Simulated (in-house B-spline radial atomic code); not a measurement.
**Zn¹⁸⁺: ionisation energy by several methods**

Aim: the ionisation energy of Zn¹⁸⁺ by several methods, each as the difference of two self-consistent energies (Zn¹⁸⁺ and the next ion, [Ne] 3s1).

Method: scalar-relativistic (X2C), several functionals, spin-polarised; spherical all-electron atom at the radial basis limit. Code: in-house B-spline radial atomic code version 1.

## Step 1: The atom as given

```
element       : zinc (Z = 30)
charge        : +18
electrons     : 12
configuration : [Ne] 3s2
nucleus       : Fermi, rms radius 3.928 fm
```

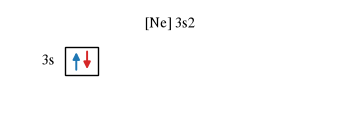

The shells outside the core, filled by Hund's rule for the drawing.

Where spins are not typed, each open shell is filled with up spins first.

## Step 2: LC-ωPBE, a range-separated hybrid

Settings of the run:

```ini
Z = 30
electrons = 12.0
configuration = [Ne] 3s2
hamiltonian = x2c
method = lc_wpbe
spin_polarised = True
nucleus = fermi
rms_radius = 3.9283
mass_number = 64
atomic_mass = 63.929141776
speed_of_light = 137.035999084
```

Results of the run (chosen fields of its result record, rounded):

```text
{
  "status": "converged",
  "scf [iteration, energy, orbital gradient]": [
    [1, -1604.62444593, 2.71],
    [2, -1620.79674205, 0.397],
    [3, -1621.12131868, 0.167],
    [4, -1621.18112988, 0.0703],
    [5, -1621.19402261, 0.0112],
    [6, -1621.19433564, 2.3e-05],
    [7, -1621.19433564, 4.2e-07],
    [8, -1621.19433564, 3.62e-09]
  ],
  "energy [hartree]": {"total": -1621.19433564, "kinetic": 1654.74606841, "nuclear": -3552.5412443, "coulomb": 327.428599542, "exact_exchange": -2.68634795456, "xc": -48.1414113373},
  "orbitals [hartree, bohr; up spins, the down spins are equal]": [
    ["name", "occ", "eps", "<r>", "<r^2>", "<1/r>", "r_max"],
    ["1s up", 1.0, -376.02084, 0.049924, 0.0033652, 30.773, 0.03249],
    ["2s up", 1.0, -67.688325, 0.22275, 0.058422, 6.7665, 0.18799],
    ["2p up", 3.0, -62.230962, 0.19483, 0.046329, 6.5518, 0.15081],
    ["3s up", 1.0, -25.192173, 0.56289, 0.36005, 2.6137, 0.52817]
  ],
  "sum_r [bohr^k]": {"-1": 119.6173, "1": 2.840089, "2": 1.121648},
  "radius_at_0.001 [bohr]": 1.318,
  "radius_enclosing [bohr]": {"0.5": 0.1833, "0.9": 0.5177, "0.99": 0.8776},
  "slater [hartree]": {
    "F0(2p up,2p up)": 4.6801,
    "F2(2p up,2p up)": 2.2157,
    "F0(2p up,2p down)": 4.6801,
    "F2(2p up,2p down)": 2.2157,
    "F0(2p up,3s up)": 2.0917,
    "G1(2p up,3s up)": 0.21178,
    "F0(2p up,3s down)": 2.0917,
    "F0(2p down,2p down)": 4.6801,
    "F2(2p down,2p down)": 2.2157,
    "F0(2p down,3s up)": 2.0917,
    "F0(2p down,3s down)": 2.0917,
    "G1(2p down,3s down)": 0.21178,
    "F0(3s up,3s up)": 1.5939,
    "F0(3s up,3s down)": 1.5939,
    "F0(3s down,3s down)": 1.5939
  },
  "ionisation_energy [hartree]": 25.6247583
}
```

Run time: 0.43 s. Hardware: 1 thread, shared host.

The run also solves the next ion with the same method; the record keeps the difference, ionisation_energy. radius_at_0.001 is where the density falls to 0.001 electrons per bohr³.

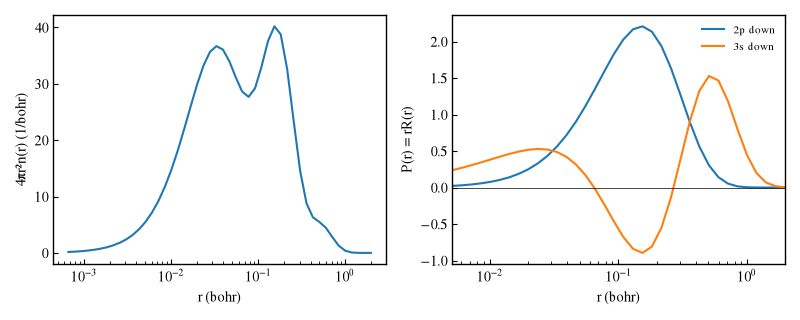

Radial density (left) and the radial functions of 2p down, 3s down (right).

On the record's full grid the radial density has clear maxima near r = 0.033, 0.15 bohr.

## Step 3: HSE06, a range-separated hybrid

Settings: those of step 2 with these lines changed.

```diff
@@ -4,3 +4,3 @@
 hamiltonian = x2c
-method = lc_wpbe
+method = hse06
 spin_polarised = True
```

Result record:

```text
{
  "status": "converged",
  "iterations": 8,
  "energy [hartree]": {"total": -1621.23037204, "kinetic": 1654.75104157, "nuclear": -3552.56540307, "coulomb": 327.452873186, "exact_exchange": -12.441146625, "xc": -38.4277370957},
  "orbitals [hartree, bohr; up spins, the down spins are equal]": [
    ["name", "occ", "eps", "<r>"],
    ["1s up", 1.0, -377.75111, 0.049916],
    ["2s up", 1.0, -68.162997, 0.22237],
    ["2p up", 3.0, -62.548212, 0.19477],
    ["3s up", 1.0, -25.102042, 0.56351]
  ],
  "sum_r [bohr^k]": {"-1": 119.6176, "1": 2.840227, "2": 1.122071},
  "ionisation_energy [hartree]": 25.6017393
}
```

Run time: 0.57 s. Hardware: 1 thread, shared host.

## Step 4: M06-L, a meta-GGA

Settings: those of step 3 with these lines changed.

```diff
@@ -4,3 +4,3 @@
 hamiltonian = x2c
-method = hse06
+method = m06l
 spin_polarised = True
```

Result record:

```text
{
  "status": "converged",
  "warnings": ["states collapsed into the nucleus by a negative tau potential were left out of the aufbau"],
  "iterations": 35,
  "energy [hartree]": {"total": -1621.42702749, "kinetic": 1654.83883108, "nuclear": -3552.6817815, "coulomb": 327.497991683, "xc": -51.0820687492},
  "orbitals [hartree, bohr; up spins, the down spins are equal]": [
    ["name", "occ", "eps", "<r>"],
    ["1s up", 1.0, -376.71312, 0.049934],
    ["2s up", 1.0, -67.931393, 0.2221],
    ["2p up", 3.0, -62.303006, 0.19473],
    ["3s up", 1.0, -24.967527, 0.5634]
  ],
  "sum_r [bohr^k]": {"-1": 119.6217, "1": 2.839232, "2": 1.120605},
  "ionisation_energy [hartree]": 25.5467909
}
```

Wall time 2.3 s (1 thread, shared host).

Meta-GGA runs start from a PBE run whose iterations are not counted.

## Step 5: B97-1, a global hybrid

Settings: those of step 4 with these lines changed.

```diff
@@ -4,3 +4,3 @@
 hamiltonian = x2c
-method = m06l
+method = b97_1
 spin_polarised = True
```

Result record:

```text
{
  "status": "converged",
  "iterations": 8,
  "energy [hartree]": {"total": -1621.34063098, "kinetic": 1654.69647432, "nuclear": -3552.52829662, "coulomb": 327.47229694, "exact_exchange": -10.6073203945, "xc": -40.3737852327},
  "orbitals [hartree, bohr; up spins, the down spins are equal]": [
    ["name", "occ", "eps", "<r>"],
    ["1s up", 1.0, -377.42816, 0.049922],
    ["2s up", 1.0, -68.072819, 0.22237],
    ["2p up", 3.0, -62.490845, 0.19471],
    ["3s up", 1.0, -25.086397, 0.56373]
  ],
  "sum_r [bohr^k]": {"-1": 119.616, "1": 2.840314, "2": 1.122346},
  "ionisation_energy [hartree]": 25.6110508
}
```

Wall time 0.33 s (1 thread, shared host).

## Step 6: OLYP, a GGA

Settings: those of step 5 with these lines changed.

```diff
@@ -4,3 +4,3 @@
 hamiltonian = x2c
-method = b97_1
+method = optx,lyp
 spin_polarised = True
```

Result record:

```text
{
  "status": "converged",
  "iterations": 8,
  "energy [hartree]": {"total": -1621.56179475, "kinetic": 1654.99086906, "nuclear": -3552.92998991, "coulomb": 327.594744951, "xc": -51.2174188517},
  "orbitals [hartree, bohr; up spins, the down spins are equal]": [
    ["name", "occ", "eps", "<r>"],
    ["1s up", 1.0, -375.78259, 0.049935],
    ["2s up", 1.0, -67.560704, 0.22244],
    ["2p up", 3.0, -62.117856, 0.19456],
    ["3s up", 1.0, -24.961719, 0.56379]
  ],
  "sum_r [bohr^k]": {"-1": 119.6288, "1": 2.839667, "2": 1.12252},
  "ionisation_energy [hartree]": 25.5804486
}
```

Wall time 0.38 s (1 thread, shared host).

## Step 7: PBEsol, a GGA

Settings: those of step 6 with these lines changed.

```diff
@@ -4,3 +4,3 @@
 hamiltonian = x2c
-method = optx,lyp
+method = pbesol
 spin_polarised = True
```

Result record:

```text
{
  "status": "converged",
  "iterations": 8,
  "energy [hartree]": {"total": -1619.77032808, "kinetic": 1653.12187287, "nuclear": -3550.84163177, "coulomb": 327.333911438, "xc": -49.3844806153},
  "orbitals [hartree, bohr; up spins, the down spins are equal]": [
    ["name", "occ", "eps", "<r>"],
    ["1s up", 1.0, -375.46095, 0.04996],
    ["2s up", 1.0, -67.407569, 0.22285],
    ["2p up", 3.0, -61.983913, 0.19482],
    ["3s up", 1.0, -24.953388, 0.56322]
  ],
  "sum_r [bohr^k]": {"-1": 119.5581, "1": 2.840986, "2": 1.122391},
  "ionisation_energy [hartree]": 25.5863061
}
```

Wall time 0.21 s (1 thread, shared host).

## Step 8: BHandHLYP, a global hybrid

Settings: those of step 7 with these lines changed.

```diff
@@ -4,3 +4,3 @@
 hamiltonian = x2c
-method = pbesol
+method = bhandhlyp
 spin_polarised = True
```

Result record:

```text
{
  "status": "converged",
  "iterations": 8,
  "energy [hartree]": {"total": -1621.48887241, "kinetic": 1654.90502216, "nuclear": -3552.75328839, "coulomb": 327.494512932, "exact_exchange": -25.2593910942, "xc": -25.875728022},
  "orbitals [hartree, bohr; up spins, the down spins are equal]": [
    ["name", "occ", "eps", "<r>"],
    ["1s up", 1.0, -379.80213, 0.04991],
    ["2s up", 1.0, -68.892642, 0.22203],
    ["2p up", 3.0, -63.132651, 0.19469],
    ["3s up", 1.0, -25.259322, 0.56439]
  ],
  "sum_r [bohr^k]": {"-1": 119.6232, "1": 2.840781, "2": 1.12341},
  "ionisation_energy [hartree]": 25.5791501
}
```

Run time: 0.33 s. Hardware: 1 thread, shared host.

## Step 9: The ladder

| method | rung | total energy (hartree) | ΔSCF (eV) | −ε highest (eV) | ΔSCF less tabulated (eV) |
| --- | --- | --- | --- | --- | --- |
| OLYP | GGA | -1621.5618 | 696.08 | 679.24 (3s up) | -1.42 |
| PBEsol | GGA | -1619.7703 | 696.24 | 679.02 (3s up) | -1.26 |
| M06-L | meta-GGA | -1621.4270 | 695.16 | 679.40 (3s up) | -2.34 |
| B97-1 | global hybrid | -1621.3406 | 696.91 | 682.64 (3s up) | -0.59 |
| BHandHLYP | global hybrid | -1621.4889 | 696.04 | 687.34 (3s up) | -1.46 |
| LC-ωPBE | range-separated hybrid | -1621.1943 | 697.29 | 685.51 (3s up) | -0.21 |
| HSE06 | range-separated hybrid | -1621.2304 | 696.66 | 683.06 (3s up) | -0.84 |

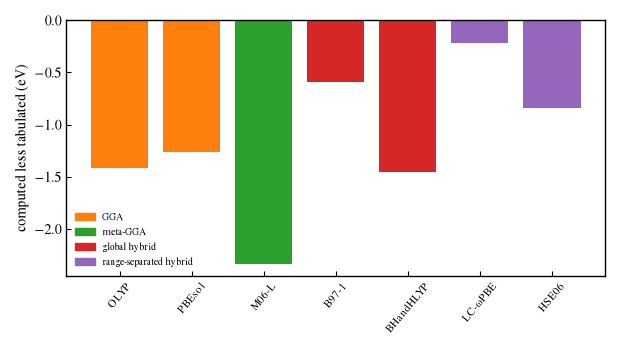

Error of each method against the tabulated value; one colour a rung.

What this shows: Tables give 697.5 ± 0.7 eV (semi-empirical; NIST Atomic Spectra Database) for the ionisation energy. LC-ωPBE misses by -0.21 eV, the least, and M06-L by -2.34 eV (0.33 %), the most. Mean absolute error by rung (exchange-only levels left out): GGA 1.34 eV, meta-GGA 2.34 eV, global hybrid 1.02 eV, range-separated hybrid 0.53 eV. Relativistic terms that these runs lack can be as large as the gaps between close methods, so the nearest may be so by luck.

What each method cost (CPU seconds, one thread, shared host; runs marked * also made radial tables):

| method | CPU time | miss (eV) |
| --- | --- | --- |
| PBEsol | 0.21 s | -1.26 |
| B97-1 | 0.33 s | -0.59 |
| BHandHLYP | 0.33 s | -1.46 |
| OLYP | 0.38 s | -1.42 |
| LC-ωPBE* | 0.43 s | -0.21 |
| HSE06* | 0.57 s | -0.84 |
| M06-L* | 2.3 s | -2.34 |
